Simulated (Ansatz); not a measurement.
Cl3FZr

The calculation's input:

```
crystal:
  periodic: [false, false, false]
  atoms:
    - { symbol: Zr, position_ang: [0.0, 0.0, 0.0] }
    - { symbol: F, position_ang: [0.0, 0.0, 1.98] }
    - { symbol: Cl, position_ang: [2.3764, 0.0, -0.8392] }
    - { symbol: Cl, position_ang: [-1.1869, 2.0563, -0.8392] }
    - { symbol: Cl, position_ang: [-1.1869, -2.0563, -0.8392] }
basis:
  gaussian: { orbitals: def2-SVP }
hamiltonian:
  xc: pbe0
  dispersion: d4
relax:
  f_tol: 0.02
  max_steps: 40
output:
  orbitals: {}
```

Command:

```sh
ansatz run input.yaml --threads 2 --pin off --max-ram 3072MiB --backend cpu --events-out ev --progress --plain --runs-dir out
```

The fields are those of the run's last geometry, not of the input's.

Core potentials replace the inner electrons of Zr.

Theory: Ansatz, RKS PBE0-D4/def2-SVP.

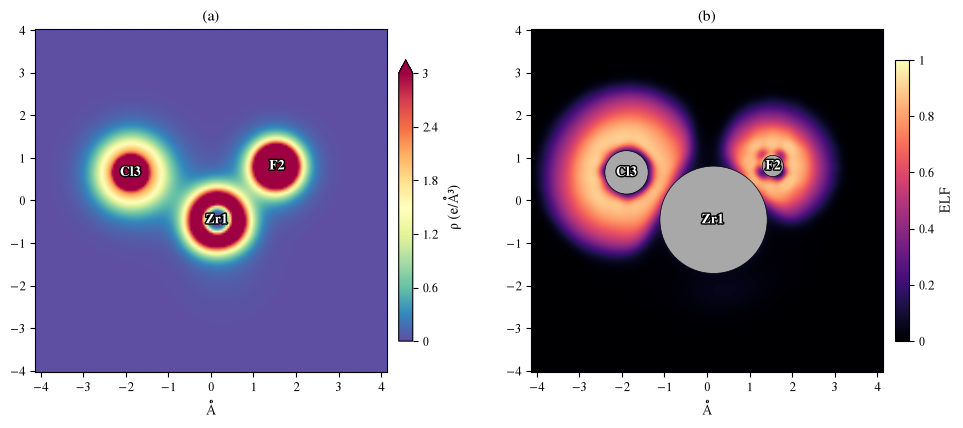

Figure 1. (a) electron density; (b) electron localisation function on the plane of atoms F2, Zr1 and Cl3. Grey discs cover the atomic cores in the ELF map.

Describe what can be read from this map.

Answer. Atoms in the plane: Zr, F and Cl. Zr–F (1.88 Å): ρ is about 0.98 e/Å³ halfway; the ELF peaks at about 0.85 in the valence shell of F, 0.5 Å from its nucleus, and drops to about 0.25 between the two atoms. Zr–Cl (2.33 Å): ρ is about 0.61 e/Å³ halfway; the ELF peaks at about 0.85 in the valence shell of Cl, 0.8 Å from its nucleus, and is about 0.35 at the midpoint.

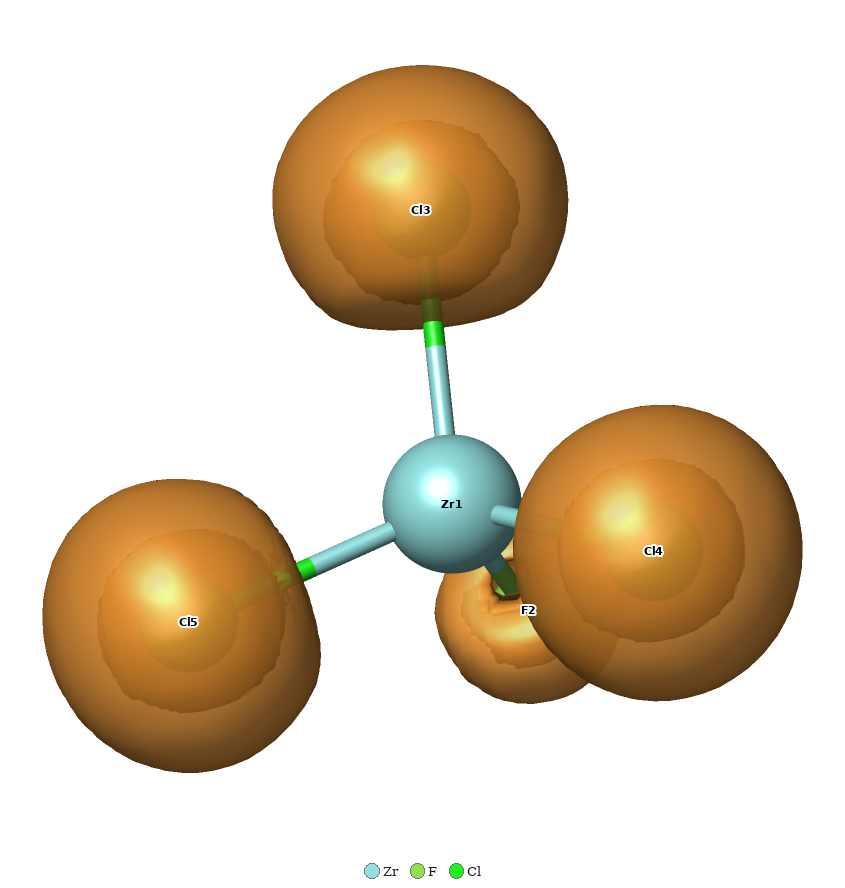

Figure 2. Isosurface of the ELF at 0.8 (orange), seen at a tilt. Only the valence region is drawn (cores and ρ < 0.01 e/Å³ removed).

What do the ELF domains correspond to?

Answer. The surface consists of three regions wrapped around Cl (the valence shell of each) and one region wrapped around F (its valence shell).

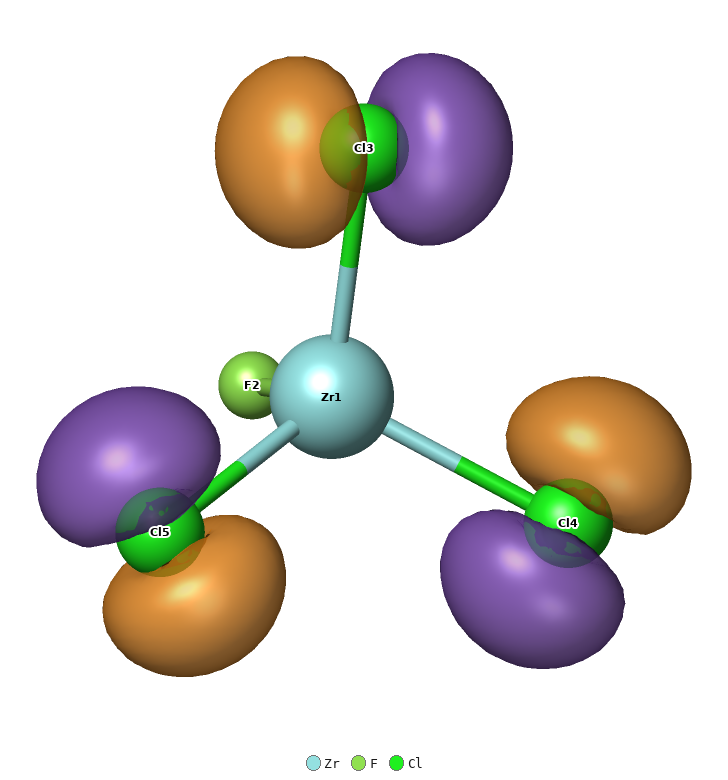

Figure 3. The HOMO at ±0.15 Å⁻³ᐟ² (orange and purple are the two phases), seen at a tilt.

What is the character of this orbital?

Answer. It lies mainly on Cl3 (about 30 %), Cl4 (about 30 %) and Cl5 (about 30 %); largely a combination of lone pairs on Cl3, Cl4 and Cl5. Its energy is −9.68 eV.
